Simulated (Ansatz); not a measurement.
# Fields on a plane of MnSi (FeSi type, space group P2_13)

```xyz
8
Lattice="4.5566 0.0000 0.0000 0.0000 4.5566 0.0000 0.0000 0.0000 4.5566" Properties=species:S:1:pos:R:3 pbc="T T T"
Mn     0.6339     0.6339     0.6339
Mn     2.9122     1.6444     3.9227
Mn     3.9227     2.9122     1.6444
Mn     1.6444     3.9227     2.9122
Si     3.8515     3.8515     3.8515
Si     1.5732     2.9833     0.7050
Si     0.7050     1.5732     2.9833
Si     2.9833     0.7050     1.5732
```

The slice is a {100} plane (indices of the conventional cell) through the point (0.655, 0.155, 0.345) (fractional), spanned by u = [100] and v = [010] in vectors of this cell: u (4.56 Å) and v (4.56 Å, at 90° to u). It covers one period; positions are fractions (u, v).

Atoms on it: Mn at (0.21, 0.48), 0.1 Å off the plane; Si at (0.00, 0.00). Other atoms lie within 1 Å of the plane.

Method: r2SCAN (plane waves to 500 eV, PAW, scalar-relativistic; Ansatz, a quantum-chemistry and plane-wave program). k mesh 10×10×10. Near the nuclei the fields are pseudised (PAW); where an atom keeps semicore shells as valence, they peak there. MnSi was relaxed with its symmetry unable to fall. Relaxed MnSi ends ferromagnetic. The magnetic order is the one the run started from; other orders were not tried.

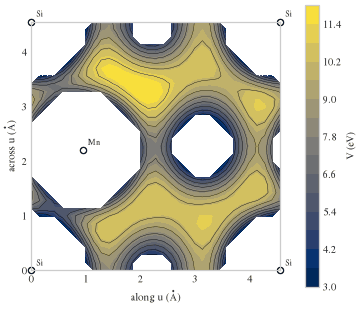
Electrostatic potential energy of an electron, from the cell's mean, in eV, one period of the plane, atoms marked. Points within 1 Å of a nucleus are left white, as the pseudised field means little there. Values under 3 eV are set to 3. The zero, the cell's mean, hangs on the PAW cores.

| v \ u | 0.00 | 0.12 | 0.25 | 0.38 | 0.50 | 0.62 | 0.75 | 0.88 |
|---|---|---|---|---|---|---|---|---|
| 0.88 | 0.40 | 0.73 | 0.65 | 0.21 | 0.14 | 0.34 | 0.63 | 0.67 |
| 0.75 | 0.69 | 0.54 | 0.35 | 0.44 | 0.53 | 0.51 | 0.46 | 0.62 |
| 0.62 | 0.24 | 0.28 | 0.41 | 0.12 | 0.66 | 0.72 | 0.67 | 0.66 |
| 0.50 | 0.10 | x | x | 0.18 | 0.56 | 0.68 | 0.69 | 0.72 |
| 0.38 | 0.11 | 0.51 | 0.65 | 0.14 | 0.57 | 0.56 | 0.43 | 0.46 |
| 0.25 | 0.56 | 0.31 | 0.15 | 0.46 | 0.58 | 0.35 | 0.19 | 0.37 |
| 0.12 | 0.35 | 0.69 | 0.58 | 0.36 | 0.28 | 0.25 | 0.37 | 0.42 |
| 0.00 | x | 0.35 | 0.56 | 0.11 | 0.10 | 0.24 | 0.69 | 0.40 |

Values: ELF of the down spins. Points within 0.5 Å of a nucleus are blanked (x), as the pseudised field means little there.
